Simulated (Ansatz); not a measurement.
```json
{"atom": "Si", "x (Å)": "-0.2228", "y (Å)": "0.1949", "z (Å)": "-0.1416"}
{"atom": "H", "x (Å)": "0.3884", "y (Å)": "0.3105", "z (Å)": "2.9298"}
{"atom": "H", "x (Å)": "1.2584", "y (Å)": "0.2811", "z (Å)": "-0.0159"}
{"atom": "H", "x (Å)": "-0.6624", "y (Å)": "0.8716", "z (Å)": "-1.4040"}
{"atom": "H", "x (Å)": "-0.7014", "y (Å)": "-1.2155", "z (Å)": "-0.1390"}
{"atom": "O", "x (Å)": "0.1764", "y (Å)": "-0.5623", "z (Å)": "2.5799"}
{"atom": "H", "x (Å)": "-0.7497", "y (Å)": "-0.6814", "z (Å)": "2.8193"}
```

The calculation used Ansatz, UKS r2SCANh-D4/def2-SVP.

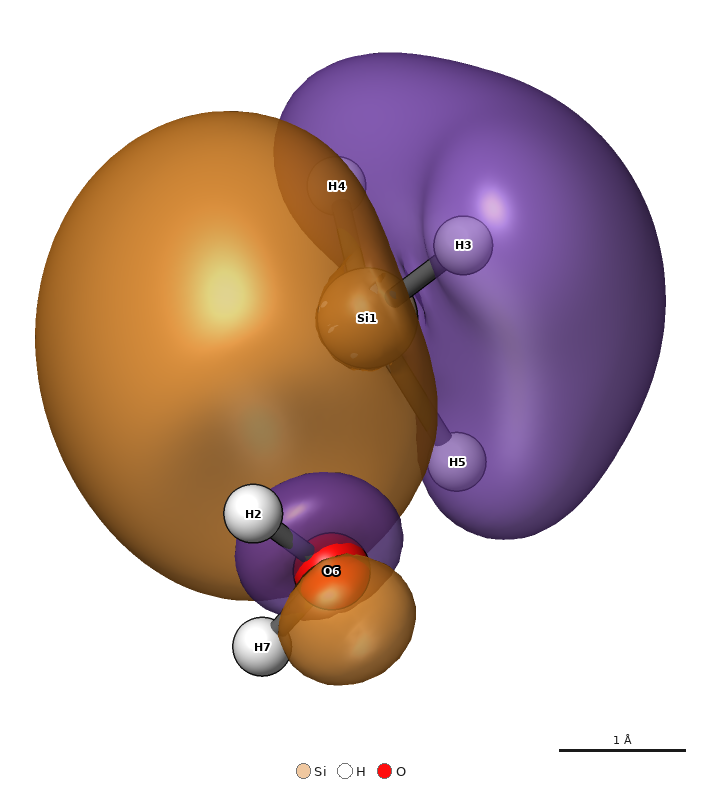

H3Si···H2O (doublet). One frontier orbital at ±0.06 Å⁻³ᐟ² (orange and purple are the two phases), seen at an oblique angle.

Which orbital is it: HOMO (β) or LUMO (β)?

The LUMO (β), at −2.18 eV. By Hirshfeld shares it lies mainly on Si1 (about 80 %) and H4 (about 5 %).
